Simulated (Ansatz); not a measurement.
**Run report: GeH₄O₃, molecular dynamics (part 3 of 4)**

Continued. System: GeH₄O₃. Method: RKS B3LYP-D4/def2-SVP (Ansatz 0.2.0). It belongs to a series of runs on one base structure; here: dynamics from the last frame of an earlier run.

Geometry of the input (Å):
```
Ge -0.0048  -0.0451  0.2304
H  0.2154  0.1733  1.8104
O  1.5833  -0.0528  -0.4947
H  1.7506  -0.0848  -1.4235
O  -1.2333  1.0745  -0.3281
H  -1.9234  0.5973  -0.7543
O  -0.7019  -1.5757  -0.2784
H  -1.3716  -2.1596  -0.0213
```

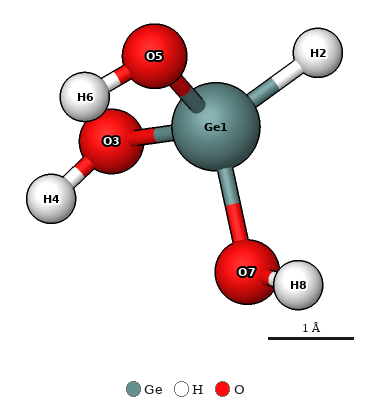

The geometry at step 54 of the log (ball-and-stick view, seen at a tilt; atoms are numbered from 1 in the order of the input).

Trajectory as extended XYZ, continued
```
8
Properties=species:S:1:pos:R:3:forces:R:3 step=37 time_fs=18.5 energy=-62715.41079 temperature=627.2
Ge   -0.0397   -0.0756    0.2097    1.7883  -0.8880   0.5864
H     0.4145   -0.0866    1.7418   -0.7028   0.3945  -0.9177
O     1.5200   -0.0649   -0.6366   -0.2576   0.2127  -2.0036
H     1.3595   -0.1361   -1.6326    0.4358   0.0976   1.8752
O    -1.0841    1.2227   -0.3071   -1.1126   0.8065  -0.7523
H    -1.4949    1.2645   -1.2086    0.7164  -0.3621   1.1372
O    -0.6400   -1.6658   -0.3134   -1.6154   0.1013   0.5873
H    -1.5504   -1.7387    0.0654    0.7480  -0.3625  -0.5125
8
Properties=species:S:1:pos:R:3:forces:R:3 step=38 time_fs=19.0 energy=-62715.36505 temperature=559.5
Ge   -0.0408   -0.0766    0.2088    1.8181  -0.8790   0.4010
H     0.3968   -0.0771    1.7337   -0.6326   0.3682  -0.7845
O     1.5216   -0.0648   -0.6397   -0.3868   0.1625  -2.4604
H     1.3569   -0.1396   -1.6498    0.5045   0.1377   2.3972
O    -1.0809    1.2269   -0.3059   -1.3919   0.8059  -1.4607
H    -1.4763    1.2648   -1.2343    0.9632  -0.3634   1.8189
O    -0.6393   -1.6690   -0.3151   -1.8300   0.1429   0.7005
H    -1.5542   -1.7337    0.0693    0.9554  -0.3748  -0.6118
8
Properties=species:S:1:pos:R:3:forces:R:3 step=39 time_fs=19.5 energy=-62715.33686 temperature=505.0
Ge   -0.0419   -0.0775    0.2082    1.8451  -0.8728   0.2008
H     0.3759   -0.0684    1.7264   -0.5537   0.3448  -0.6456
O     1.5234   -0.0652   -0.6437   -0.4930   0.1277  -2.6227
H     1.3567   -0.1447   -1.6606    0.5292   0.1634   2.6380
O    -1.0783    1.2305   -0.3055   -1.5403   0.7746  -1.9660
H    -1.4563    1.2618   -1.2563    1.0877  -0.3396   2.2930
O    -0.6392   -1.6720   -0.3167   -1.8372   0.2023   0.7302
H    -1.5536   -1.7305    0.0715    0.9621  -0.4004  -0.6278
8
Properties=species:S:1:pos:R:3:forces:R:3 step=40 time_fs=20.0 energy=-62715.34746 temperature=544.6
Ge   -0.0431   -0.0783    0.2076    1.8631  -0.8616  -0.0061
H     0.3521   -0.0601    1.7200   -0.4703   0.3245  -0.5052
O     1.5251   -0.0659   -0.6486   -0.5725   0.1115  -2.4854
H     1.3581   -0.1516   -1.6630    0.5117   0.1721   2.5858
O    -1.0765    1.2343   -0.3057   -1.5659   0.7113  -2.2450
H    -1.4351    1.2586   -1.2723    1.1049  -0.3004   2.5406
O    -0.6392   -1.6751   -0.3179   -1.6347   0.2791   0.6687
H    -1.5488   -1.7291    0.0698    0.7637  -0.4365  -0.5533
8
Properties=species:S:1:pos:R:3:forces:R:3 step=41 time_fs=20.5 energy=-62715.39158 temperature=571.8
Ge   -0.0445   -0.0791    0.2069    1.8735  -0.8403  -0.2179
H     0.3268   -0.0513    1.7134   -0.3855   0.3041  -0.3564
O     1.5264   -0.0668   -0.6541   -0.6185   0.1171  -2.0906
H     1.3610   -0.1592   -1.6584    0.4561   0.1598   2.2748
O    -1.0748    1.2383   -0.3060   -1.5011   0.6315  -2.3252
H    -1.4121    1.2574   -1.2815    1.0414  -0.2570   2.5872
O    -0.6390   -1.6783   -0.3190   -1.2938   0.3636   0.5490
H    -1.5407   -1.7295    0.0676    0.4278  -0.4788  -0.4208
8
Properties=species:S:1:pos:R:3:forces:R:3 step=43 time_fs=21.5 energy=-62715.51155 temperature=740.0
Ge   -0.0473   -0.0806    0.2053    1.8971  -0.7556  -0.6144
H     0.2722   -0.0331    1.7012   -0.2150   0.2656  -0.0513
O     1.5280   -0.0676   -0.6666   -0.5947   0.2203  -0.5428
H     1.3712   -0.1752   -1.6343    0.2243   0.0429   0.8966
O    -1.0709    1.2471   -0.3069   -1.2032   0.4497  -1.9889
H    -1.3613    1.2571   -1.2833    0.7530  -0.1559   2.1659
O    -0.6375   -1.6832   -0.3199   -0.4107   0.4961   0.1916
H    -1.5208   -1.7340    0.0602   -0.4508  -0.5632  -0.0567
8
Properties=species:S:1:pos:R:3:forces:R:3 step=44 time_fs=22.0 energy=-62715.55337 temperature=863.0
Ge   -0.0487   -0.0816    0.2045    1.8974  -0.6924  -0.8495
H     0.2426   -0.0230    1.6929   -0.1214   0.2478   0.1526
O     1.5291   -0.0675   -0.6734   -0.5172   0.3553   0.7792
H     1.3787   -0.1810   -1.6153    0.0288  -0.1013  -0.3353
O    -1.0691    1.2517   -0.3080   -0.9520   0.3305  -1.4741
H    -1.3327    1.2556   -1.2757    0.5170  -0.0906   1.5975
O    -0.6363   -1.6853   -0.3202   -0.0161   0.5429   0.0232
H    -1.5139   -1.7376    0.0533   -0.8365  -0.5921   0.1064
8
Properties=species:S:1:pos:R:3:forces:R:3 step=45 time_fs=22.5 energy=-62715.54856 temperature=749.7
Ge   -0.0501   -0.0824    0.2038    1.8824  -0.6236  -1.0851
H     0.2143   -0.0121    1.6844   -0.0351   0.2311   0.3605
O     1.5302   -0.0670   -0.6799   -0.4075   0.5464   2.3368
H     1.3869   -0.1872   -1.5959   -0.1984  -0.3024  -1.8045
O    -1.0680    1.2562   -0.3098   -0.6570   0.2047  -0.7323
H    -1.3026    1.2546   -1.2651    0.2480  -0.0286   0.8024
O    -0.6349   -1.6874   -0.3207    0.2637   0.5753  -0.0940
H    -1.5101   -1.7434    0.0445   -1.0962  -0.6030   0.2162
8
Properties=species:S:1:pos:R:3:forces:R:3 step=46 time_fs=23.0 energy=-62715.50060 temperature=737.4
Ge   -0.0514   -0.0833    0.2030    1.8490  -0.5521  -1.2971
H     0.1887   -0.0009    1.6766    0.0387   0.2158   0.5519
O     1.5313   -0.0663   -0.6856   -0.3074   0.7562   3.7719
H     1.3948   -0.1939   -1.5809   -0.4019  -0.5210  -3.1596
O    -1.0677    1.2605   -0.3122   -0.3281   0.0785   0.3024
H    -1.2713    1.2546   -1.2518   -0.0458   0.0268  -0.2840
O    -0.6332   -1.6893   -0.3212    0.4340   0.5954  -0.1635
H    -1.5081   -1.7520    0.0361   -1.2384  -0.5996   0.2780
8
Properties=species:S:1:pos:R:3:forces:R:3 step=47 time_fs=23.5 energy=-62715.43083 temperature=681.3
Ge   -0.0526   -0.0843    0.2025    1.7942  -0.4783  -1.4755
H     0.1630    0.0107    1.6703    0.1048   0.2004   0.7225
O     1.5319   -0.0655   -0.6904   -0.2529   0.9396   4.8044
H     1.4012   -0.2016   -1.5721   -0.5420  -0.7130  -4.1182
O    -1.0677    1.2646   -0.3147   -0.0120  -0.0391   1.5756
H    -1.2392    1.2547   -1.2371   -0.3245   0.0758  -1.6120
O    -0.6312   -1.6911   -0.3216    0.3679   0.5812  -0.1433
H    -1.5094   -1.7645    0.0296   -1.1354  -0.5666   0.2466
8
Properties=species:S:1:pos:R:3:forces:R:3 step=48 time_fs=24.0 energy=-62715.37836 temperature=623.0
Ge   -0.0539   -0.0852    0.2023    1.7238  -0.4151  -1.5832
H     0.1369    0.0231    1.6674    0.1591   0.1803   0.8272
O     1.5316   -0.0643   -0.6946   -0.2710   1.0445   5.1635
H     1.4057   -0.2117   -1.5713   -0.5862  -0.8252  -4.4075
O    -1.0677    1.2687   -0.3166    0.1999  -0.1338   2.7124
H    -1.2093    1.2540   -1.2261   -0.5038   0.1129  -2.8060
O    -0.6291   -1.6928   -0.3222    0.0439   0.5312  -0.0243
H    -1.5151   -1.7795    0.0243   -0.7656  -0.4947   0.1180
8
Properties=species:S:1:pos:R:3:forces:R:3 step=49 time_fs=24.5 energy=-62715.37960 temperature=609.8
Ge   -0.0552   -0.0859    0.2019    1.6413  -0.3624  -1.6264
H     0.1113    0.0378    1.6662    0.2046   0.1542   0.8824
O     1.5302   -0.0631   -0.6984   -0.3672   1.0144   4.6971
H     1.4081   -0.2239   -1.5798   -0.5217  -0.8015  -3.8825
O    -1.0677    1.2725   -0.3181    0.2682  -0.2004   3.3345
H    -1.1831    1.2526   -1.2220   -0.5518   0.1411  -3.4890
O    -0.6269   -1.6943   -0.3229   -0.4105   0.4456   0.1357
H    -1.5239   -1.7956    0.0180   -0.2629  -0.3909  -0.0517
8
Properties=species:S:1:pos:R:3:forces:R:3 step=51 time_fs=25.5 energy=-62715.50867 temperature=745.6
Ge   -0.0574   -0.0871    0.1998    1.4365  -0.2737  -1.4626
H     0.0576    0.0676    1.6710    0.2754   0.0851   0.7988
O     1.5260   -0.0599   -0.7033   -0.6582   0.5790   2.1389
H     1.4060   -0.2543   -1.6181   -0.2140  -0.3784  -1.2490
O    -1.0671    1.2788   -0.3202    0.0945  -0.2992   2.3542
H    -1.1379    1.2493   -1.2413   -0.3675   0.2183  -2.6309
O    -0.6225   -1.6969   -0.3228   -1.4538   0.1656   0.4488
H    -1.5461   -1.8338    0.0048    0.8871  -0.0966  -0.3983
8
Properties=species:S:1:pos:R:3:forces:R:3 step=52 time_fs=26.0 energy=-62715.54774 temperature=733.2
Ge   -0.0582   -0.0876    0.1985    1.3276  -0.2213  -1.2028
H     0.0322    0.0833    1.6805    0.2982   0.0308   0.5924
O     1.5234   -0.0579   -0.7047   -0.7726   0.2860   0.7650
H     1.4027   -0.2702   -1.6420   -0.0620  -0.0912   0.1437
O    -1.0666    1.2815   -0.3201   -0.0054  -0.3487   1.2644
H    -1.1171    1.2491   -1.2588   -0.2701   0.2720  -1.5964
O    -0.6202   -1.6984   -0.3217   -1.8265   0.0224   0.5352
H    -1.5544   -1.8534   -0.0017    1.3108   0.0499  -0.5013
8
Properties=species:S:1:pos:R:3:forces:R:3 step=53 time_fs=26.5 energy=-62715.53703 temperature=686.7
Ge   -0.0586   -0.0880    0.1970    1.2147  -0.1557  -0.9009
H     0.0082    0.1000    1.6916    0.3217  -0.0323   0.3495
O     1.5212   -0.0557   -0.7055   -0.8532   0.0024  -0.4343
H     1.3990   -0.2845   -1.6667    0.0650   0.1878   1.3519
O    -1.0665    1.2838   -0.3198   -0.0602  -0.3969   0.1440
H    -1.0974    1.2489   -1.2783   -0.2170   0.3258  -0.5282
O    -0.6180   -1.6995   -0.3202   -2.0170  -0.0999   0.5534
H    -1.5584   -1.8720   -0.0095    1.5461   0.1689  -0.5354
8
Properties=species:S:1:pos:R:3:forces:R:3 step=54 time_fs=27.0 energy=-62715.48248 temperature=620.1
Ge   -0.0590   -0.0884    0.1953    1.0965  -0.0885  -0.6069
H    -0.0137    0.1164    1.7022    0.3465  -0.0973   0.1185
O     1.5193   -0.0537   -0.7056   -0.9018  -0.2329  -1.3543
H     1.3944   -0.2967   -1.6888    0.1636   0.4182   2.2697
O    -1.0664    1.2859   -0.3199   -0.0692  -0.4426  -0.8711
H    -1.0786    1.2485   -1.2984   -0.2077   0.3753   0.4398
O    -0.6157   -1.7003   -0.3193   -2.0626  -0.1987   0.5243
H    -1.5580   -1.8914   -0.0189    1.6348   0.2665  -0.5200
8
Properties=species:S:1:pos:R:3:forces:R:3 step=55 time_fs=27.5 energy=-62715.40558 temperature=514.7
Ge   -0.0592   -0.0888    0.1935    0.9780  -0.0164  -0.3274
H    -0.0325    0.1322    1.7123    0.3703  -0.1617  -0.0962
O     1.5175   -0.0517   -0.7053   -0.9237  -0.4105  -1.9964
H     1.3893   -0.3070   -1.7061    0.2366   0.5898   2.8999
O    -1.0661    1.2880   -0.3205   -0.0421  -0.4868  -1.6690
H    -1.0607    1.2483   -1.3166   -0.2316   0.4181   1.1972
O    -0.6135   -1.7011   -0.3185   -2.0123  -0.2785   0.4674
H    -1.5541   -1.9114   -0.0287    1.6247   0.3459  -0.4755
8
Properties=species:S:1:pos:R:3:forces:R:3 step=56 time_fs=28.0 energy=-62715.33031 temperature=425.9
Ge   -0.0595   -0.0895    0.1917    0.8744   0.0733  -0.0789
H    -0.0497    0.1464    1.7210    0.3953  -0.2215  -0.2797
O     1.5157   -0.0498   -0.7052   -0.9212  -0.5414  -2.4029
H     1.3865   -0.3179   -1.7176    0.2790   0.7150   3.2939
O    -1.0657    1.2901   -0.3215    0.0079  -0.5396  -2.2667
H    -1.0446    1.2461   -1.3319   -0.2744   0.4620   1.7573
O    -0.6113   -1.7013   -0.3178   -1.8400  -0.3273   0.3753
H    -1.5464   -1.9285   -0.0381    1.4790   0.3795  -0.3983
8
Properties=species:S:1:pos:R:3:forces:R:3 step=57 time_fs=28.5 energy=-62715.27472 temperature=346.3
Ge   -0.0598   -0.0904    0.1901    0.7783   0.1639   0.1225
H    -0.0668    0.1578    1.7283    0.4232  -0.2731  -0.4292
O     1.5140   -0.0481   -0.7054   -0.8963  -0.6260  -2.6052
H     1.3865   -0.3280   -1.7232    0.2884   0.7955   3.4904
O    -1.0657    1.2916   -0.3229    0.0715  -0.5927  -2.6704
H    -1.0299    1.2439   -1.3438   -0.3248   0.5008   2.1300
O    -0.6095   -1.7014   -0.3174   -1.5542  -0.3368   0.2532
H    -1.5364   -1.9432   -0.0488    1.2138   0.3683  -0.2913
8
Properties=species:S:1:pos:R:3:forces:R:3 step=59 time_fs=29.5 energy=-62715.26808 temperature=437.1
Ge   -0.0608   -0.0927    0.1875    0.5611   0.3094   0.4719
H    -0.1029    0.1728    1.7447    0.4874  -0.3616  -0.7201
O     1.5107   -0.0446   -0.7062   -0.7964  -0.6037  -2.2960
H     1.3948   -0.3408   -1.7084    0.2160   0.7614   3.1821
O    -1.0673    1.2937   -0.3266    0.2287  -0.6840  -3.0246
H    -1.0025    1.2454   -1.3567   -0.4264   0.5420   2.4469
O    -0.6072   -1.7025   -0.3185   -0.6846  -0.2148  -0.0460
H    -1.5111   -1.9769   -0.0754    0.4142   0.2513  -0.0142
8
Properties=species:S:1:pos:R:3:forces:R:3 step=60 time_fs=30.0 energy=-62715.31506 temperature=433.8
Ge   -0.0612   -0.0938    0.1862    0.4576   0.3504   0.5878
H    -0.1189    0.1787    1.7494    0.5185  -0.3971  -0.8127
O     1.5095   -0.0427   -0.7070   -0.7355  -0.4743  -1.7428
H     1.4015   -0.3445   -1.6882    0.1455   0.6221   2.6285
O    -1.0680    1.2948   -0.3287    0.3067  -0.7188  -2.9402
H    -0.9882    1.2499   -1.3552   -0.4701   0.5469   2.3433
O    -0.6068   -1.7040   -0.3193   -0.1638  -0.0738  -0.1942
H    -1.4982   -1.9935   -0.0897   -0.0589   0.1446   0.1304
8
Properties=species:S:1:pos:R:3:forces:R:3 step=61 time_fs=30.5 energy=-62715.37341 temperature=508.3
Ge   -0.0617   -0.0950    0.1850    0.3620   0.3796   0.6840
H    -0.1326    0.1838    1.7535    0.5465  -0.4298  -0.8915
O     1.5085   -0.0412   -0.7085   -0.6711  -0.2331  -0.8707
H     1.4078   -0.3460   -1.6624    0.0567   0.3688   1.7562
O    -1.0687    1.2960   -0.3310    0.3726  -0.7485  -2.6123
H    -0.9731    1.2573   -1.3464   -0.4963   0.5430   1.9965
O    -0.6071   -1.7058   -0.3203    0.3829   0.1103  -0.3305
H    -1.4863   -2.0088   -0.1036   -0.5533   0.0096   0.2683
8
Properties=species:S:1:pos:R:3:forces:R:3 step=62 time_fs=31.0 energy=-62715.40882 temperature=538.2
Ge   -0.0621   -0.0963    0.1841    0.2707   0.3974   0.7669
H    -0.1456    0.1863    1.7572    0.5738  -0.4555  -0.9605
O     1.5076   -0.0399   -0.7103   -0.5846   0.1575   0.3907
H     1.4152   -0.3462   -1.6322   -0.0608  -0.0332   0.4966
O    -1.0692    1.2969   -0.3335    0.4133  -0.7790  -2.0707
H    -0.9576    1.2653   -1.3326   -0.4937   0.5399   1.4370
O    -0.6074   -1.7078   -0.3215    0.9236   0.3178  -0.4543
H    -1.4744   -2.0235   -0.1154   -1.0424  -0.1449   0.3945
8
Properties=species:S:1:pos:R:3:forces:R:3 step=63 time_fs=31.5 energy=-62715.39554 temperature=530.3
Ge   -0.0623   -0.0974    0.1833    0.1754   0.3930   0.8312
H    -0.1567    0.1859    1.7606    0.5965  -0.4702  -1.0190
O     1.5062   -0.0391   -0.7118   -0.4725   0.7000   1.9788
H     1.4236   -0.3480   -1.6005   -0.1951  -0.5844  -1.0937
O    -1.0692    1.2974   -0.3370    0.4078  -0.8040  -1.3301
H    -0.9432    1.2748   -1.3165   -0.4449   0.5347   0.6884
O    -0.6076   -1.7099   -0.3229    1.3365   0.5013  -0.5406
H    -1.4644   -2.0386   -0.1246   -1.4037  -0.2705   0.4851
8
Properties=species:S:1:pos:R:3:forces:R:3 step=64 time_fs=32.0 energy=-62715.32974 temperature=489.6
Ge   -0.0625   -0.0985    0.1826    0.0714   0.3721   0.8589
H    -0.1656    0.1827    1.7623    0.6134  -0.4717  -1.0514
O     1.5047   -0.0385   -0.7128   -0.3625   1.3474   3.7028
H     1.4317   -0.3512   -1.5712   -0.3190  -1.2380  -2.8226
O    -1.0695    1.2975   -0.3412    0.3527  -0.8362  -0.4034
H    -0.9299    1.2860   -1.2993   -0.3422   0.5338  -0.2331
O    -0.6078   -1.7122   -0.3244    1.5251   0.6100  -0.5721
H    -1.4577   -2.0552   -0.1326   -1.5388  -0.3175   0.5210
8
Properties=species:S:1:pos:R:3:forces:R:3 step=66 time_fs=33.0 energy=-62715.19859 temperature=304.7
Ge   -0.0630   -0.1008    0.1815   -0.1306   0.3343   0.8143
H    -0.1778    0.1728    1.7602    0.6317  -0.4545  -1.0384
O     1.5011   -0.0361   -0.7136   -0.2923   2.2342   5.6331
H     1.4492   -0.3658   -1.5383   -0.3843  -2.1279  -4.7577
O    -1.0696    1.2981   -0.3491    0.1747  -0.9435   1.2162
H    -0.9018    1.3092   -1.2735   -0.0734   0.5747  -1.8202
O    -0.6076   -1.7165   -0.3281    1.1539   0.4897  -0.4780
H    -1.4559   -2.0887   -0.1446   -1.0799  -0.1070   0.4308
8
Properties=species:S:1:pos:R:3:forces:R:3 step=67 time_fs=33.5 energy=-62715.23551 temperature=365.7
Ge   -0.0632   -0.1020    0.1810   -0.2208   0.3302   0.7412
H    -0.1800    0.1656    1.7574    0.6292  -0.4348  -1.0041
O     1.4993   -0.0340   -0.7133   -0.3397   2.0933   5.0277
H     1.4584   -0.3814   -1.5391   -0.3132  -1.9827  -4.1532
O    -1.0697    1.2986   -0.3530    0.1145  -1.0037   1.6074
H    -0.8879    1.3229   -1.2685    0.0305   0.5961  -2.1713
O    -0.6074   -1.7180   -0.3303    0.8021   0.3309  -0.4013
H    -1.4594   -2.1007   -0.1493   -0.7027   0.0707   0.3536
8
Properties=species:S:1:pos:R:3:forces:R:3 step=68 time_fs=34.0 energy=-62715.32779 temperature=428.6
Ge   -0.0634   -0.1033    0.1803   -0.3003   0.3284   0.6141
H    -0.1794    0.1567    1.7512    0.6172  -0.4045  -0.9236
O     1.4976   -0.0320   -0.7122   -0.3771   1.5790   3.6202
H     1.4673   -0.4016   -1.5497   -0.2366  -1.4602  -2.7498
O    -1.0697    1.2990   -0.3573    0.1135  -1.0473   1.6190
H    -0.8740    1.3373   -1.2697    0.0703   0.5990  -2.1299
O    -0.6067   -1.7195   -0.3327    0.4174   0.1448  -0.3220
H    -1.4644   -2.1105   -0.1537   -0.3044   0.2608   0.2721
8
Properties=species:S:1:pos:R:3:forces:R:3 step=69 time_fs=34.5 energy=-62715.41817 temperature=507.1
Ge   -0.0636   -0.1045    0.1797   -0.3624   0.3166   0.4296
H    -0.1754    0.1479    1.7412    0.5962  -0.3666  -0.7888
O     1.4960   -0.0305   -0.7101   -0.3642   0.8761   1.9208
H     1.4781   -0.4239   -1.5674   -0.1970  -0.7426  -1.0564
O    -1.0695    1.2990   -0.3615    0.1728  -1.0550   1.3159
H    -0.8612    1.3513   -1.2760    0.0391   0.5724  -1.7699
O    -0.6058   -1.7208   -0.3353    0.0069  -0.0579  -0.2391
H    -1.4706   -2.1180   -0.1570    0.1087   0.4569   0.1878
8
Properties=species:S:1:pos:R:3:forces:R:3 step=70 time_fs=35.0 energy=-62715.46630 temperature=597.1
Ge   -0.0637   -0.1057    0.1789   -0.4238   0.2902   0.1861
H    -0.1693    0.1371    1.7274    0.5687  -0.3161  -0.5922
O     1.4946   -0.0294   -0.7071   -0.2843   0.1776   0.3388
H     1.4900   -0.4480   -1.5875   -0.2097  -0.0251   0.5117
O    -1.0699    1.2986   -0.3656    0.3125  -1.0205   0.6956
H    -0.8500    1.3642   -1.2884   -0.0761   0.5031  -1.0875
O    -0.6044   -1.7222   -0.3382   -0.3257  -0.2220  -0.1731
H    -1.4758   -2.1236   -0.1607    0.4383   0.6127   0.1207
8
Properties=species:S:1:pos:R:3:forces:R:3 step=71 time_fs=35.5 energy=-62715.45831 temperature=660.6
Ge   -0.0635   -0.1070    0.1779   -0.4935   0.2532  -0.0800
H    -0.1616    0.1235    1.7127    0.5372  -0.2562  -0.3635
O     1.4929   -0.0284   -0.7040   -0.1531  -0.4110  -0.9159
H     1.5015   -0.4747   -1.6056   -0.2591   0.5828   1.7390
O    -1.0708    1.2977   -0.3695    0.5102  -0.9488  -0.1120
H    -0.8386    1.3761   -1.3052   -0.2499   0.3961  -0.2133
O    -0.6029   -1.7240   -0.3411   -0.5506  -0.3311  -0.1304
H    -1.4795   -2.1275   -0.1654    0.6588   0.7151   0.0760
```
